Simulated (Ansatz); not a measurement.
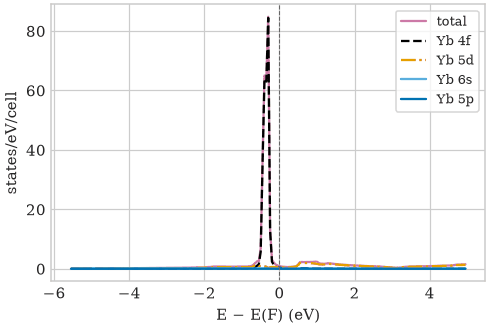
*Total and projected density of states of Yb (bcc (W type), Im-3m), DFT-PBEsol in the program Ansatz with PAW potentials*

Question: Which orbitals carry the states next to the Fermi level?

Answer: Within 0.5 eV of the Fermi level: Yb 4f 95 %. Projections are on Löwdin-orthogonalised atomic valence shells; empty p or d shells of many metals are not among them.

Question: Where is the tallest occupied peak in this window, and what makes it?

Answer: Near -0.3 eV, about 85 states/eV per cell; the largest projected share is Yb 4f.

The first step of the workflow began from a Materials Project structure, measured or hypothetical; the Crystallography Open Database copy checked does not list it. It is not the phase usual at ambient conditions (space group No. 225). The PBEsol relaxation kept the symmetry of its start; whether a distortion lowers the energy is not shown. No spin polarisation was allowed. The 4f shell is in the valence. No Hubbard U is applied. Spin–orbit coupling is left out wherever it is not named.

Potentials: the later of the program's two PAW sets.
